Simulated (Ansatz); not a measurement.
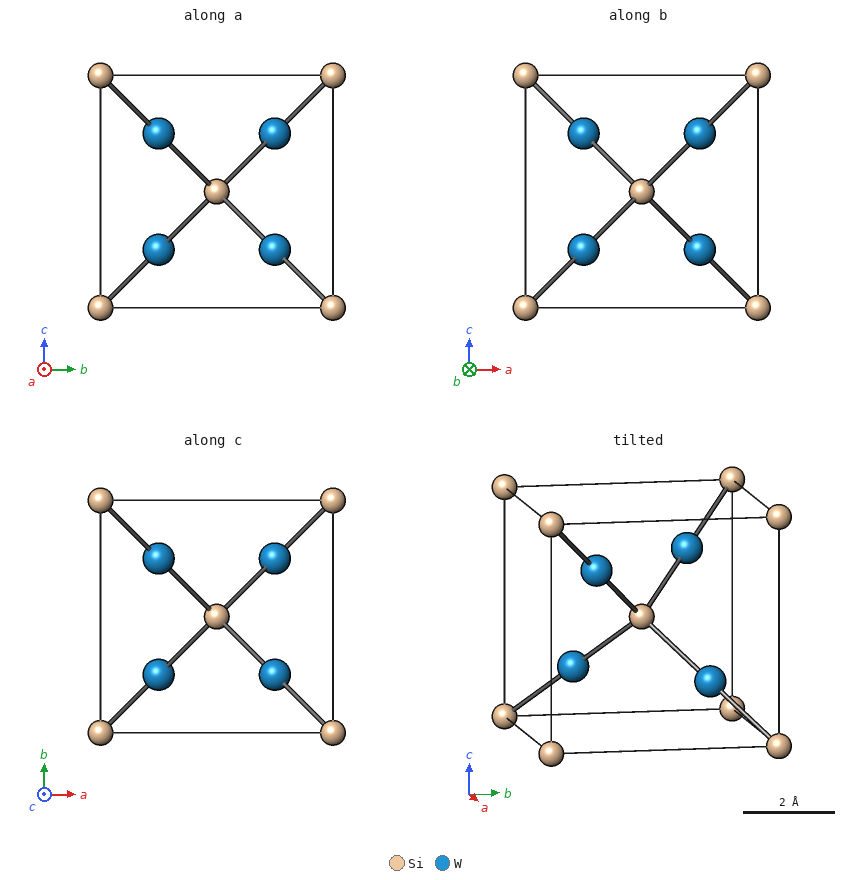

Ball-and-stick representation of a periodic structure, projected along the a axis, along the b axis, along the c axis and slightly off an axis. The parallelepiped is the conventional unit cell.

Lattice parameters: a = 5.116 Å, b = 5.116 Å, c = 5.116 Å, α = 90.00°, β = 90.00°, γ = 90.00°. Put a along x and b in the xy plane.

Q: Set out the cell and atoms as a POSCAR file.

A:
```
Si W
1.0
     5.116    0.000    0.000
     0.000    5.116    0.000
     0.000    0.000    5.116
Si W
2 4
Direct
  0.0000 0.0000 0.0000
  0.5000 0.5000 0.5000
  0.2500 0.2500 0.2500
  0.2500 0.7500 0.7500
  0.7500 0.7500 0.2500
  0.7500 0.2500 0.7500
```

Starting structure: a structure type filled with these elements by a generator (whether the compound takes this form wasn't checked). The geometry was optimised with DFT PBE, scalar-relativistic, plane waves, PAW (Ansatz 0.2.0).
